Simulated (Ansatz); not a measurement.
## CrSO: geometry relaxation (part 1 of 2)

- system: CrSO (slab, 3 atoms in the cell)
- method: DFT, PBEsol, plane waves, PAW, no spin polarisation (Ansatz 0.2.0)

The geometry comes from this level: PBE. Figures and captions count atoms from 1; the log counts them from 0 in places.

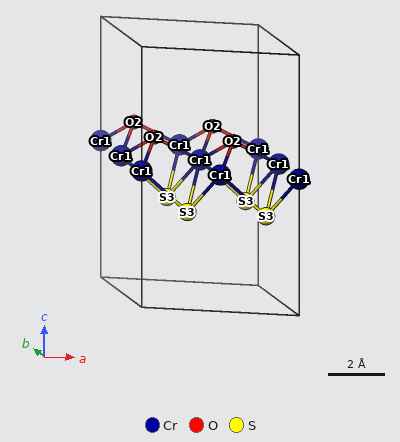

**Figure 1.** The starting structure (ball-and-stick view of the 2 × 2 repeat of the cell, with the vacuum cut short, seen slightly off an axis; atoms are numbered from 1 in the order of the input).

**Results in brief**

```tsv
quantity	value
outcome	converged
electrons treated	26
free energy	−4795.5680 eV
Fermi energy	−5.434 eV
band gap	none (metallic)
final volume	206.05 Å³
largest force (length of the vector) at the end	0.002 eV/Å
hardware	4 threads of Arm Neoverse V2, 112 GiB of memory available, shared host
wall time	16 s (CPU time 53 s)
peak memory	0.5 GiB
```

**Notes**

The program warns: the exchange-correlation potential is rough where the density is thin. The run has no spin polarisation, so a magnetic state may lie lower.

**Input**
```yaml
crystal:
  lattice:
    - [2.9204807909, 0.0, 0.0]
    - [-1.4602403954, 2.5292105561, 0.0]
    - [0.0, 0.0, 29.0441106616]
  atoms:
    - { symbol: Cr, position: [0.0, 0.0, 0.3175900982] }
    - { symbol: O, position: [0.3333333333, 0.6666666667, 0.3489584052] }
    - { symbol: S, position: [0.6666666667, 0.3333333333, 0.2630719733] }
  periodic: [true, true, false]
kpoints:
  mp_grid: { grid: [12, 12, 1] }
hamiltonian:
  xc: pbesol
scf:
  occupations: { method: fermi_dirac, width: 0.02 }
relax:
  f_tol: 0.005
  cell: {}
output:
  write_density: true
  write_potential: true
  elf: true
  volumetric_format: npy
```

Run as:
```bash
ansatz run input.yaml --threads 4 --pin off --max-ram 5529MiB --backend cpu --events-out ev --progress --plain --runs-dir out
```

**Log**
```
Engine: ansatz 0.2.0, aarch64-unknown-linux-gnu
Pseudopotentials: kind: paw
Pseudopotential: Cr, paw, valence charge 14, recommended cutoff 420 eV (normal), Cr.paw.azcp
Pseudopotential: O, paw, valence charge 6, recommended cutoff 420 eV (normal), O.paw.azcp
Pseudopotential: S, paw, valence charge 6, recommended cutoff 420 eV (normal), S.paw.azcp
Functional definition: PBEsol
  exchange = pbesol_x
  correlation = pbesol_c
Crystal: 3 atoms, lattice volume = 214.535 Å³
Basis set: ecut = 420 eV, 4153 PW (Γ), exchange–correlation on 40×40×400 points (8 copies of the dense FFT grid, shifted against one another)
Bands: 17, of which v1, the nominal top of the filled ones, is band 13 counted from 1 (12 counted from 0)
Symmetry: 6 space group operations
Space group: P3m1 (ITA 156), of the structure as read, at distance tolerance 6.0e-5 Å
k-points: 19 of 144 (time reversal used)
Non-local potential: Cr, projectors of the file, l = 0: 3, l = 1: 2, l = 2: 3, l = 3: 1
Non-local potential: O, projectors of the file, l = 0: 2, l = 1: 2, l = 2: 1
Non-local potential: S, projectors of the file, l = 0: 2, l = 1: 2, l = 2: 2
PAW form: soft (Blöchl's): semilocal exchange-correlation on the pseudo side does not see the compensation charge
PAW frozen core: Cr, regenerated for the run's functional, and the local potential with it (the file was generated under x = pbe(κ = 0.804, μ = 0.2195149727645171), c = pbe(β = 0.06672455060314922))
PAW frozen core: O, regenerated for the run's functional, and the local potential with it (the file was generated under x = pbe(κ = 0.804, μ = 0.2195149727645171), c = pbe(β = 0.06672455060314922))
PAW frozen core: S, regenerated for the run's functional, and the local potential with it (the file was generated under x = pbe(κ = 0.804, μ = 0.2195149727645171), c = pbe(β = 0.06672455060314922))
PAW one-centre angular grid: Cr, 590 points (default); XC on 64 Gauss nodes
PAW one-centre angular grid: O, 110 points (default); XC on 64 Gauss nodes
PAW one-centre angular grid: S, 110 points (default); XC on 64 Gauss nodes
Initial density: superposition of atomic densities (neutral atoms: chi_scale 0, normalization atom), corrected by the library's trained network
Initial wavefunctions: pseudopotential atomic-orbital guess
Functional: x = pbesol(κ = 0.804, μ = 0.12345679012345678), c = pbesol(β = 0.046)
SCF iter   1: F=—  HF=-4795.547470 eV  |F-HF|=—  |Δ(HF+E_count)|=         —  Δρ=6.23e-3  dr2=7.14e-2  ethr=1.77e-3  ⟨swp⟩=15.1  Hψ=3231  notcnv=0
preconditioner: auto → LDOS  [insulator: Δε(μ)=0.139 eV  Ē_g=8.137 eV  σ=0.020 eV  W_gap=0.51  n_scr=16 (ndim 8)  ℏωp=10.8 eV  f_vac=0.794  D(μ)=0.37/eV (n_scr^D=4)  ε∞_Penn≈2.7  β→1.0]
SCF iter   2: F=—  HF=-4795.547863 eV  |F-HF|=—  |Δ(HF+E_count)|=   3.93e-4  Δρ=5.39e-3  dr2=6.95e-2  ethr=2.75e-4  ⟨swp⟩=3.6  Hψ=1018  notcnv=0
SCF iter   3: F=—  HF=-4795.535898 eV  |F-HF|=—  |Δ(HF+E_count)|=   1.20e-2  Δρ=8.02e-4  dr2=2.10e-3  ethr=2.67e-4  ⟨swp⟩=2.4  Hψ=529  notcnv=0
SCF iter   4: F=—  HF=-4795.536388 eV  |F-HF|=—  |Δ(HF+E_count)|=   4.90e-4  Δρ=3.89e-4  dr2=2.00e-4  ethr=8.09e-6  ⟨swp⟩=2.8  Hψ=651  notcnv=0
SCF iter   5: F=—  HF=-4795.536341 eV  |F-HF|=—  |Δ(HF+E_count)|=   4.72e-5  Δρ=8.75e-5  dr2=1.30e-5  ethr=7.70e-7  ⟨swp⟩=3.4  Hψ=682  notcnv=0
SCF iter   6: F=—  HF=-4795.536269 eV  |F-HF|=—  |Δ(HF+E_count)|=   7.16e-5  Δρ=2.25e-5  dr2=9.65e-7  ethr=5.00e-8  ⟨swp⟩=2.8  Hψ=630  notcnv=0
SCF iter   7: F=—  HF=-4795.536270 eV  |F-HF|=—  |Δ(HF+E_count)|=   6.79e-7  Δρ=5.72e-6  dr2=1.19e-7  ethr=3.71e-9  ⟨swp⟩=3.4  Hψ=676  notcnv=0
SCF iter   8: F=-4795.536270 eV  HF=-4795.536270 eV  |F-HF|=7.41e-8  |Δ(HF+E_count)|=   9.02e-8  Δρ=3.14e-6  dr2=1.03e-8  ethr=3.85e-10  ⟨swp⟩=14.3  Hψ=2972  notcnv=0
SCF 1 converged in 8 iterations: F = -4795.536270 eV  dr2 = 1.03e-8
  greatest PAW one-centre occupation: 1.000 electrons in one spin orbital (limit 2), on the Cr atom at site 0 (counted from 0), in its partial waves of l = 0
relax step   1: F+E_penalty+E_count = -4795.53627013 eV  Δ(F+E_penalty+E_count) = +0.000e0 eV  max|allowed force component| = 3.878e-1 eV/Å  Δτ_max = 0.0000 Å  P = -3.681 N/m  Ω = 214.535 Å³  fix = [c, alpha, beta]  reactions: c -0.000 N/m  (8 SCF iters, dr2 threshold 1.00e-7 eV, accepted)
Crystal: 3 atoms, lattice volume = 210.207 Å³
Basis set: ecut = 420 eV, 4105 PW (Γ), exchange–correlation on 40×40×400 points (8 copies of the dense FFT grid, shifted against one another)
Initial density: handed on by an earlier stage of this run
Initial wavefunctions: those handed on with the density
iter 1 solved again at ethr=4.52e-5 eV; its pass at ethr=3.10e-3 eV (dr2=1.18e-2 eV) is discarded
SCF iter   1: F=—  HF=-4795.563931 eV  |F-HF|=—  |Δ(HF+E_count)|=         —  Δρ=1.90e-3  dr2=1.21e-2  ethr=4.52e-5  ⟨swp⟩=2.8  Hψ=3034  notcnv=0
preconditioner: auto → LDOS  [insulator: Δε(μ)=0.116 eV  Ē_g=8.320 eV  σ=0.020 eV  W_gap=0.51  n_scr=16 (ndim 8)  ℏωp=10.9 eV  f_vac=0.795  D(μ)=0.38/eV (n_scr^D=4)  ε∞_Penn≈2.7  β→1.0]
SCF iter   2: F=—  HF=-4795.564167 eV  |F-HF|=—  |Δ(HF+E_count)|=   2.36e-4  Δρ=2.16e-3  dr2=1.32e-2  ethr=4.52e-5  ⟨swp⟩=2.6  Hψ=606  notcnv=0
SCF iter   3: F=—  HF=-4795.562402 eV  |F-HF|=—  |Δ(HF+E_count)|=   1.76e-3  Δρ=2.68e-4  dr2=1.31e-4  ethr=4.52e-5  ⟨swp⟩=3.5  Hψ=697  notcnv=0
SCF iter   4: F=—  HF=-4795.562374 eV  |F-HF|=—  |Δ(HF+E_count)|=   2.84e-5  Δρ=8.91e-5  dr2=1.86e-5  ethr=5.06e-7  ⟨swp⟩=3.4  Hψ=721  notcnv=0
SCF iter   5: F=—  HF=-4795.562370 eV  |F-HF|=—  |Δ(HF+E_count)|=   3.90e-6  Δρ=2.83e-5  dr2=1.75e-6  ethr=7.16e-8  ⟨swp⟩=3.1  Hψ=615  notcnv=0
SCF iter   6: F=-4795.562370 eV  HF=-4795.562370 eV  |F-HF|=1.78e-7  |Δ(HF+E_count)|=   2.06e-7  Δρ=1.30e-5  dr2=1.89e-7  ethr=1.15e-9  ⟨swp⟩=15.5  Hψ=3318  notcnv=0
SCF 2 converged in 6 iterations: F = -4795.562370 eV  dr2 = 1.89e-7
relax step   2: F+E_penalty+E_count = -4795.56237007 eV  Δ(F+E_penalty+E_count) = -2.610e-2 eV  max|allowed force component| = 1.722e-1 eV/Å  Δτ_max = 0.0033 Å  P = -1.742 N/m  Ω = 210.207 Å³  energy of the carried Pulay correction = +1.857e-3 eV  fix = [c, alpha, beta]  reactions: c -0.000 N/m  (6 SCF iters, dr2 threshold 3.00e-7 eV, accepted)
Crystal: 3 atoms, lattice volume = 206.063 Å³
Basis set: ecut = 420 eV, 4045 PW (Γ), exchange–correlation on 40×40×400 points (8 copies of the dense FFT grid, shifted against one another)
iter 1 solved again at ethr=4.38e-5 eV; its pass at ethr=3.10e-3 eV (dr2=1.14e-2 eV) is discarded
SCF iter   1: F=—  HF=-4795.572208 eV  |F-HF|=—  |Δ(HF+E_count)|=         —  Δρ=1.80e-3  dr2=1.18e-2  ethr=4.38e-5  ⟨swp⟩=3.0  Hψ=3063  notcnv=0
preconditioner: auto → LDOS  [insulator: Δε(μ)=0.123 eV  Ē_g=8.438 eV  σ=0.020 eV  W_gap=0.50  n_scr=16 (ndim 8)  ℏωp=11.0 eV  f_vac=0.794  D(μ)=0.36/eV (n_scr^D=4)  ε∞_Penn≈2.7  β→1.0]
SCF iter   2: F=—  HF=-4795.572209 eV  |F-HF|=—  |Δ(HF+E_count)|=   1.33e-6  Δρ=1.98e-3  dr2=1.14e-2  ethr=4.38e-5  ⟨swp⟩=3.3  Hψ=711  notcnv=0
SCF iter   3: F=—  HF=-4795.570812 eV  |F-HF|=—  |Δ(HF+E_count)|=   1.40e-3  Δρ=1.41e-4  dr2=3.54e-5  ethr=4.38e-5  ⟨swp⟩=3.4  Hψ=627  notcnv=0
SCF iter   4: F=—  HF=-4795.570753 eV  |F-HF|=—  |Δ(HF+E_count)|=   5.91e-5  Δρ=6.99e-5  dr2=1.55e-5  ethr=1.36e-7  ⟨swp⟩=3.9  Hψ=842  notcnv=0
SCF iter   5: F=—  HF=-4795.570750 eV  |F-HF|=—  |Δ(HF+E_count)|=   2.80e-6  Δρ=2.32e-5  dr2=1.31e-6  ethr=5.98e-8  ⟨swp⟩=2.6  Hψ=538  notcnv=0
SCF iter   6: F=-4795.570750 eV  HF=-4795.570750 eV  |F-HF|=4.73e-8  |Δ(HF+E_count)|=   7.65e-8  Δρ=1.38e-5  dr2=2.80e-7  ethr=1.15e-9  ⟨swp⟩=16.0  Hψ=3365  notcnv=0
SCF 3 converged in 6 iterations: F = -4795.570750 eV  dr2 = 2.80e-7
relax step   3: F+E_penalty+E_count = -4795.57074990 eV  Δ(F+E_penalty+E_count) = -8.380e-3 eV  max|allowed force component| = 1.483e-2 eV/Å  Δτ_max = 0.0062 Å  P = +0.104 N/m  Ω = 206.063 Å³  energy of the carried Pulay correction = +3.671e-3 eV  fix = [c, alpha, beta]  reactions: c +0.000 N/m  (6 SCF iters, dr2 threshold 3.00e-7 eV, accepted)
Crystal: 3 atoms, lattice volume = 206.319 Å³
iter 1 solved again at ethr=1.89e-7 eV; its pass at ethr=3.10e-3 eV (dr2=4.91e-5 eV) is discarded
SCF iter   1: F=—  HF=-4795.570739 eV  |F-HF|=—  |Δ(HF+E_count)|=         —  Δρ=1.22e-4  dr2=4.54e-5  ethr=1.89e-7  ⟨swp⟩=3.4  Hψ=2870  notcnv=0
preconditioner: auto → LDOS  [insulator: Δε(μ)=0.117 eV  Ē_g=8.404 eV  σ=0.020 eV  W_gap=0.50  n_scr=16 (ndim 8)  ℏωp=11.0 eV  f_vac=0.795  D(μ)=0.36/eV (n_scr^D=4)  ε∞_Penn≈2.7  β→1.0]
SCF iter   2: F=—  HF=-4795.570706 eV  |F-HF|=—  |Δ(HF+E_count)|=   3.23e-5  Δρ=1.28e-4  dr2=3.99e-5  ethr=1.75e-7  ⟨swp⟩=2.1  Hψ=520  notcnv=0
SCF iter   3: F=—  HF=-4795.570704 eV  |F-HF|=—  |Δ(HF+E_count)|=   2.04e-6  Δρ=7.23e-6  dr2=1.67e-7  ethr=1.53e-7  ⟨swp⟩=3.3  Hψ=619  notcnv=0
SCF iter   4: F=—  HF=-4795.570663 eV  |F-HF|=—  |Δ(HF+E_count)|=   4.11e-5  Δρ=3.65e-6  dr2=3.63e-8  ethr=6.69e-11  ⟨swp⟩=15.5  Hψ=3308  notcnv=0
SCF iter   5: F=-4795.570663 eV  HF=-4795.570663 eV  |F-HF|=8.23e-9  |Δ(HF+E_count)|=   3.11e-8  Δρ=1.26e-6  dr2=5.77e-9  ethr=6.69e-11  ⟨swp⟩=12.9  Hψ=2630  notcnv=0
SCF 4 converged in 5 iterations: F = -4795.570663 eV  dr2 = 5.77e-9
relax step   4: F+E_penalty+E_count = -4795.57066337 eV  Δ(F+E_penalty+E_count) = +8.653e-5 eV  max|allowed force component| = 1.607e-3 eV/Å  Δτ_max = 0.0008 Å  P = -0.000 N/m  Ω = 206.319 Å³  energy of the carried Pulay correction = +3.558e-3 eV  fix = [c, alpha, beta]  reactions: c -0.000 N/m  (5 SCF iters, dr2 threshold 1.74e-8 eV, accepted)
Initial wavefunctions: pseudopotential atomic-orbital guess (no wavefunctions were taken with the density)
iter 1 solved again at ethr=1.56e-7 eV; its pass at ethr=3.10e-3 eV (dr2=4.05e-5 eV) is discarded
SCF iter   1: F=—  HF=-4795.567973 eV  |F-HF|=—  |Δ(HF+E_count)|=         —  Δρ=9.75e-5  dr2=3.00e-6  ethr=1.56e-7  ⟨swp⟩=5.8  Hψ=4765  notcnv=0
preconditioner: auto → LDOS  [insulator: Δε(μ)=0.118 eV  Ē_g=8.406 eV  σ=0.020 eV  W_gap=0.50  n_scr=16 (ndim 8)  ℏωp=11.0 eV  f_vac=0.795  D(μ)=0.36/eV (n_scr^D=4)  ε∞_Penn≈2.7  β→1.0]
SCF iter   2: F=—  HF=-4795.567929 eV  |F-HF|=—  |Δ(HF+E_count)|=   4.42e-5  Δρ=4.58e-5  dr2=3.66e-6  ethr=1.15e-8  ⟨swp⟩=3.4  Hψ=653  notcnv=0
SCF iter   3: F=—  HF=-4795.567929 eV  |F-HF|=—  |Δ(HF+E_count)|=   3.82e-7  Δρ=8.39e-6  dr2=9.80e-8  ethr=1.15e-8  ⟨swp⟩=2.1  Hψ=494  notcnv=0
SCF iter   4: F=—  HF=-4795.567901 eV  |F-HF|=—  |Δ(HF+E_count)|=   2.78e-5  Δρ=1.04e-6  dr2=1.82e-9  ethr=3.77e-10  ⟨swp⟩=3.2  Hψ=645  notcnv=0
SCF iter   5: F=—  HF=-4795.567901 eV  |F-HF|=—  |Δ(HF+E_count)|=   2.06e-8  Δρ=2.02e-7  dr2=5.80e-11  ethr=6.99e-12  ⟨swp⟩=3.5  Hψ=765  notcnv=0
SCF iter   6: F=-4795.567901 eV  HF=-4795.567901 eV  |F-HF|=9.82e-11  |Δ(HF+E_count)|=  7.42e-10  Δρ=5.90e-8  dr2=7.13e-12  ethr=1.00e-12  ⟨swp⟩=12.8  Hψ=2541  notcnv=0
SCF 5 converged in 6 iterations: F = -4795.567901 eV  dr2 = 7.13e-12
relax step   5: F+E_penalty+E_count = -4795.56790087 eV  Δ(F+E_penalty+E_count) = +2.762e-3 eV  max|allowed force component| = 1.805e-3 eV/Å  Δτ_max = 0.0000 Å  P = -0.086 N/m  Ω = 206.319 Å³  fix = [c, alpha, beta]  reactions: c -0.000 N/m  stress off target by 8.55e-2 N/m on what of the cell is left free  SCF on the basis re-selected at this cell (its energy is not comparable with the rows above)  (6 SCF iters)
basis re-selected at this cell: Δ(F+E_penalty+E_count) = +2.762e-3 eV, ΔP = -0.085 N/m vs the last step (what re-selecting the basis moved, of the pressure what is left beyond the Pulay correction that the steps carried, after the strain that the cell walked since its last selection, with what the two solves' SCF thresholds leave and, on support functions, any second-order correction that the steps lacked; it is no measure of the basis error at this ecutwfc). This SCF's stress stands 8.55e-2 N/m from its target on what of the cell is left free (relax.cell.stress_2d_tol is 5.00e-2 N/m) and its largest allowed force component is 1.80e-3 eV/Å (relax.f_tol is 5.00e-3 eV/Å): not within both, so this SCF does not close the relaxation
Crystal: 3 atoms, lattice volume = 206.050 Å³
iter 1 solved again at ethr=2.61e-7 eV; its pass at ethr=3.10e-3 eV (dr2=6.77e-5 eV) is discarded
SCF iter   1: F=—  HF=-4795.568123 eV  |F-HF|=—  |Δ(HF+E_count)|=         —  Δρ=1.30e-4  dr2=6.47e-5  ethr=2.61e-7  ⟨swp⟩=3.1  Hψ=2799  notcnv=0
preconditioner: auto → LDOS  [insulator: Δε(μ)=0.119 eV  Ē_g=8.413 eV  σ=0.020 eV  W_gap=0.50  n_scr=16 (ndim 8)  ℏωp=11.0 eV  f_vac=0.795  D(μ)=0.36/eV (n_scr^D=4)  ε∞_Penn≈2.7  β→1.0]
SCF iter   2: F=—  HF=-4795.568086 eV  |F-HF|=—  |Δ(HF+E_count)|=   3.75e-5  Δρ=1.18e-4  dr2=5.15e-5  ethr=2.49e-7  ⟨swp⟩=2.1  Hψ=455  notcnv=0
SCF iter   3: F=—  HF=-4795.568082 eV  |F-HF|=—  |Δ(HF+E_count)|=   3.28e-6  Δρ=8.13e-6  dr2=1.49e-7  ethr=1.98e-7  ⟨swp⟩=2.9  Hψ=502  notcnv=0
SCF iter   4: F=—  HF=-4795.568045 eV  |F-HF|=—  |Δ(HF+E_count)|=   3.72e-5  Δρ=3.72e-6  dr2=2.83e-8  ethr=4.50e-11  ⟨swp⟩=15.4  Hψ=3281  notcnv=0
SCF iter   5: F=-4795.568045 eV  HF=-4795.568045 eV  |F-HF|=1.10e-8  |Δ(HF+E_count)|=   2.68e-8  Δρ=1.22e-6  dr2=5.03e-9  ethr=4.50e-11  ⟨swp⟩=12.4  Hψ=2580  notcnv=0
SCF 6 converged in 5 iterations: F = -4795.568045 eV  dr2 = 5.03e-9
relax step   6: F+E_penalty+E_count = -4795.56804509 eV  Δ(F+E_penalty+E_count) = -1.442e-4 eV  max|allowed force component| = 2.443e-3 eV/Å  Δτ_max = 0.0011 Å  P = -0.000 N/m  Ω = 206.050 Å³  energy of the carried Pulay correction = +1.179e-4 eV  fix = [c, alpha, beta]  reactions: c -0.000 N/m  (5 SCF iters, dr2 threshold 1.17e-8 eV, accepted)
iter 1 solved again at ethr=1.33e-7 eV; its pass at ethr=3.10e-3 eV (dr2=3.46e-5 eV) is discarded
SCF iter   1: F=—  HF=-4795.568028 eV  |F-HF|=—  |Δ(HF+E_count)|=         —  Δρ=3.28e-6  dr2=7.64e-9  ethr=1.33e-7  ⟨swp⟩=6.1  Hψ=4786  notcnv=0
eigensolver tolerance schedule: the retry pair's looser diagonalisation over-reported the residual by 4526.48 of it (diagonalisation noise at 0.24 of the residual, at the tolerance the schedule requests for it); recorded, not acted on — ethr = c·dr2/N_el stays at c = 1.0e-1
preconditioner: auto → LDOS  [insulator: Δε(μ)=0.119 eV  Ē_g=8.411 eV  σ=0.020 eV  W_gap=0.50  n_scr=16 (ndim 8)  ℏωp=11.0 eV  f_vac=0.795  D(μ)=0.36/eV (n_scr^D=4)  ε∞_Penn≈2.7  β→1.0]
SCF iter   2: F=—  HF=-4795.567956 eV  |F-HF|=—  |Δ(HF+E_count)|=   7.14e-5  Δρ=1.71e-6  dr2=9.58e-9  ethr=2.94e-11  ⟨swp⟩=5.9  Hψ=1268  notcnv=0
SCF iter   3: F=—  HF=-4795.567956 eV  |F-HF|=—  |Δ(HF+E_count)|=   6.84e-9  Δρ=7.63e-7  dr2=9.35e-10  ethr=2.94e-11  ⟨swp⟩=3.2  Hψ=706  notcnv=0
SCF iter   4: F=—  HF=-4795.567956 eV  |F-HF|=—  |Δ(HF+E_count)|=  9.04e-10  Δρ=1.94e-7  dr2=1.03e-10  ethr=3.59e-12  ⟨swp⟩=3.4  Hψ=614  notcnv=0
SCF iter   5: F=-4795.567956 eV  HF=-4795.567956 eV  |F-HF|=4.46e-11  |Δ(HF+E_count)|=   1.91e-9  Δρ=4.99e-8  dr2=3.15e-12  ethr=1.00e-12  ⟨swp⟩=11.1  Hψ=2512  notcnv=0
SCF 7 converged in 5 iterations: F = -4795.567956 eV  dr2 = 3.15e-12
relax step   7: F+E_penalty+E_count = -4795.56795648 eV  Δ(F+E_penalty+E_count) = +8.861e-5 eV  max|allowed force component| = 2.411e-3 eV/Å  Δτ_max = 0.0000 Å  P = -0.002 N/m  Ω = 206.050 Å³  fix = [c, alpha, beta]  reactions: c -0.000 N/m  stress off target by 2.27e-3 N/m on what of the cell is left free  SCF on the basis re-selected at this cell (its energy is not comparable with the rows above)  (5 SCF iters)
```
